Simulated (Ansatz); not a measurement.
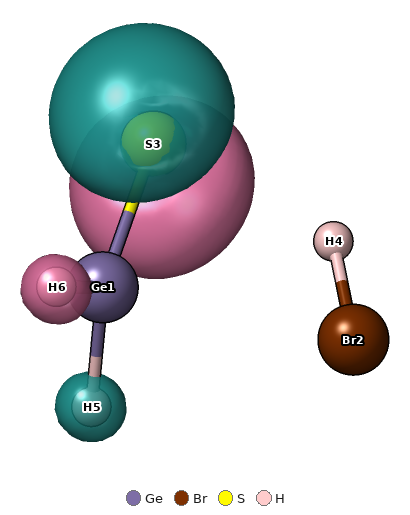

*GeH₂S···HBr. The HOMO at ±0.15 Å⁻³ᐟ² (teal and pink are the two phases), seen at a tilt.*

The calculation used RKS PBE-D4/def2-SVP in Ansatz 0.2.0.

```xyz
6

Ge   -0.0935    0.6389    0.6863
Br   -0.6741   -1.4867   -1.5817
S     1.9470    0.4244    0.4735
H     0.7071   -1.1640   -1.2631
H    -0.9383    1.7201   -0.0495
H    -0.9483   -0.1326    1.7345
```

Q: What is the character of this orbital?

A: By Hirshfeld shares it lies mainly on S3 (about 80 %) and Ge1 (about 10 %); largely a lone pair of S3. Its energy is −5.53 eV.
